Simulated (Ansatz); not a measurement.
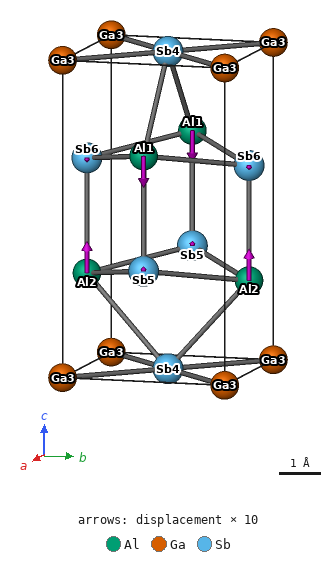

A relaxation of solid Al2GaSb3 (a generated structure, set up in P-4m2). The starting structure is drawn; purple arrows show the displacements (the part carried along by the change of the cell is left out), 10 times their true length.

A ball-and-stick model of the cell of the calculation, seen slightly off an axis.

These are results of DFT PBE, scalar-relativistic, plane waves, PAW (Ansatz), not measurements.

Input
```yaml
crystal:
  lattice:
    - [4.1903074149, 0.0, 0.0]
    - [0.0, 4.1903074149, 0.0]
    - [0.0, 0.0, 7.954084027]
  atoms:
    - { symbol: Al, position: [0.0, 0.5, 0.7102891232] }
    - { symbol: Al, position: [0.5, 0.0, 0.2897108768] }
    - { symbol: Ga, position: [0.0, 0.0, 0.0] }
    - { symbol: Sb, position: [0.5, 0.5, 0.0] }
    - { symbol: Sb, position: [0.0, 0.5, 0.3474610648] }
    - { symbol: Sb, position: [0.5, 0.0, 0.6525389352] }
basis:
  ecutwfc: 420
kpoints:
  mp_grid: { grid: [10, 10, 6] }
hamiltonian:
  xc: pbe
scf:
  occupations: { method: gaussian, width: 0.1 }
output:
  forces: true
  stress: true
  eigenvalues: true
  write_density: true
  write_potential: true
  elf: true
  volumetric_format: npy
relax:
  adjacent_minimum: "off"
  f_tol: 0.01
  max_steps: 80
  cell: { stress_tol: 0.05 }
```

Command:
```bash
ansatz run input.yaml --threads 1 --pin off --max-ram 2560MiB --backend cpu --events-out ev --progress --plain --runs-dir out
```

Q: Which element moves most?

A: Aluminium: up to 0.081 Å, against 0.012 Å for antimony.

Q: What happened in the run?

A: The largest moves relative to the cell, 0.081 Å, are those of Al1 and Al2. Al2 goes along +c. By element the largest moves are Al 0.081 Å, Sb 0.012 Å. Ga stays in place. Cell: a = b 4.190 → 4.119 Å (−1.7 %), c 7.954 → 8.279 Å (+4.1 %). Volume +0.6 %. Near-neighbour distances that change, for instance: Al1–Sb4 3.114 → 3.223 Å, Al1–Sb6 2.998 → 2.941 Å, Ga3–Sb4 2.963 → 2.913 Å, Al1–Sb5 2.886 → 2.911 Å. The space group stays P-4m2 (No. 115). Over 7 accepted moves (9 points after the start) the energy falls by 3.9 meV per atom. Largest force component: 0.094 eV/Å at the start, 0.0024 eV/Å at the end. The pressure goes from 0.20 to 0.01 GPa. The line search rejected the trial step at point 5 of the run. At 1 point the geometry stayed and the basis and grid were re-selected for the new cell (energy shift of 0.1 meV per atom at most each time). The run took 7.2 min on 1 thread of Arm Neoverse V2, with other jobs on the host, peak memory 0.61 GiB.
